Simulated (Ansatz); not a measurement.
Cl4Sn···H2S

```yaml
atoms:
  - { symbol: Sn, position_ang: [0.0869, 0.0546, 0.0725] }
  - { symbol: Cl, position_ang: [0.5432, 0.2711, 2.3495] }
  - { symbol: Cl, position_ang: [2.2309, 0.0106, -0.8497] }
  - { symbol: Cl, position_ang: [-0.8745, 1.8786, -1.0167] }
  - { symbol: Cl, position_ang: [-0.7591, -2.0274, -0.5678] }
  - { symbol: S, position_ang: [-2.6841, 0.2053, 1.3180] }
  - { symbol: H, position_ang: [-3.3769, -0.2601, 0.2556] }
  - { symbol: H, position_ang: [-2.6654, -1.0055, 1.9170] }
```

Core potentials replace the inner electrons of Sn.

All numbers below come from RKS PBE0-D4/def2-SVP in Ansatz.

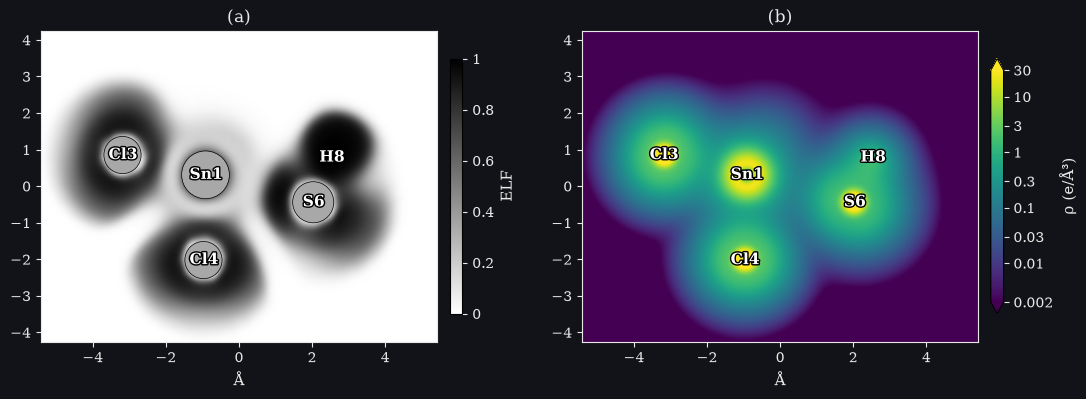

Figure 1. (a) ELF; (b) electron density on the plane of atoms Cl3, Sn1 and Cl4. Grey discs cover the atomic cores in the ELF map.

Read the bonding off the picture.

Answer. Atoms in the plane: Sn, Cl, S and H. Sn1···S6 (3.04 Å): the density falls to about 0.17 e/Å³ on the way; the ELF dips to about 0.15 between them. Sn–Cl (2.33 Å): ρ is about 0.56 e/Å³ halfway; the ELF peaks at about 0.80 in the valence shell of Cl, 0.8 Å from its nucleus, and drops to about 0.15 between the two atoms. S–H (1.35 Å): ρ is about 1.5 e/Å³ halfway; the ELF climbs to about 1 towards the hydrogen, as it does in any bond to H. The ELF also peaks beside Cl4 and Cl3, away from the bonds: lone-pair regions.

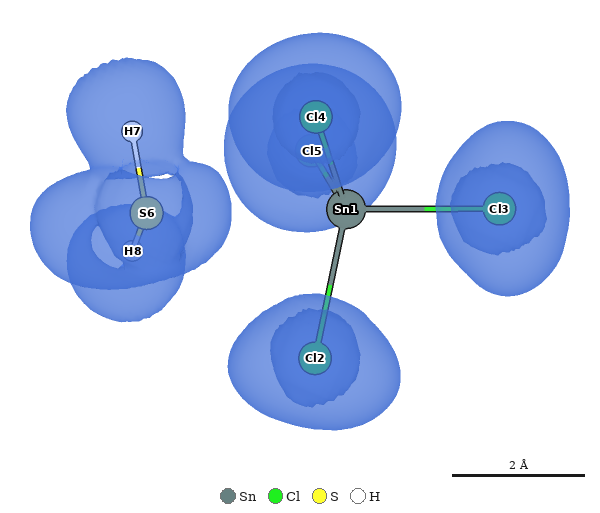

Figure 2. Isosurface of the ELF at 0.75 (blue), seen at a tilt. Only the valence region is drawn (cores and ρ < 0.01 e/Å³ removed).

Where are the electrons localised?

Answer. At this value the surface marks out four regions wrapped around Cl (the valence shell of each) and one joined region spread over several atoms (H, S), in which their bonds and any lone pairs are merged.

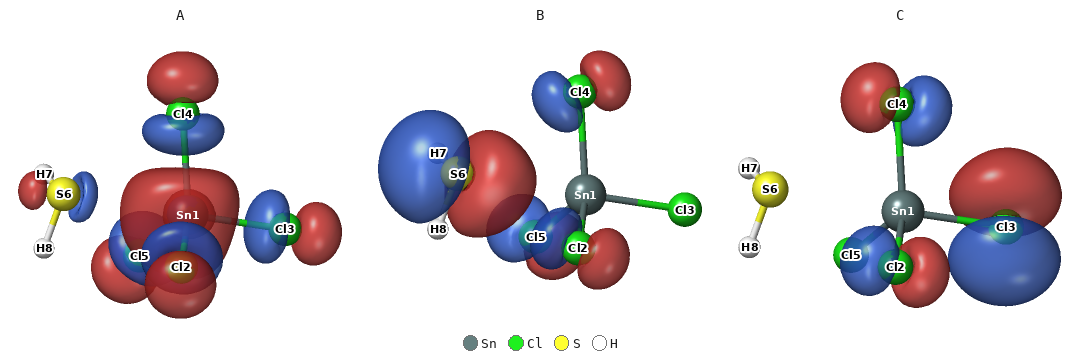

Figure 3. Three frontier orbitals at ±0.1 Å⁻³ᐟ² (blue and red are the two phases), in no order.

Order the three orbitals by energy and name them.

Answer. C is the HOMO−1 (−8.98 eV). By Hirshfeld shares it lies mainly on Cl3 (about 70 %), Cl4 (about 10 %) and Cl2 (about 10 %); largely a lone pair of Cl3. B is the HOMO (−8.44 eV). It lies mainly on S6 (about 60 %), Cl5 (about 10 %), Cl4 (about 10 %) and Cl2 (about 10 %). A is the LUMO (−3.21 eV). It lies mainly on Sn1 (about 35 %), Cl5 (about 15 %), Cl4 (about 15 %), Cl2 (about 15 %) and Cl3 (about 10 %).

What is the HOMO–LUMO gap?

Answer. 5.23 eV between the orbital energies.

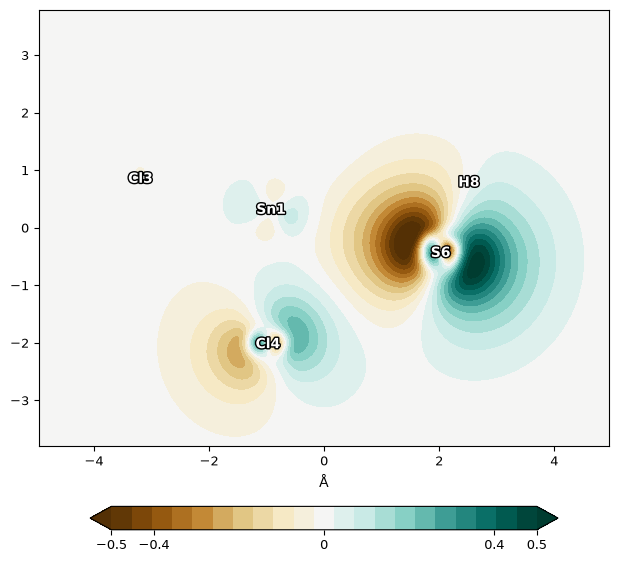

Figure 4. One frontier orbital on the plane of atoms Cl3, Sn1 and Cl4 (values in Å⁻³ᐟ²; the overall sign is arbitrary).

Which orbital is it: HOMO or LUMO?

Answer. The HOMO, at −8.44 eV. Its weight (Hirshfeld) is mainly on S6 (about 60 %), Cl5 (about 10 %), Cl4 (about 10 %) and Cl2 (about 10 %).
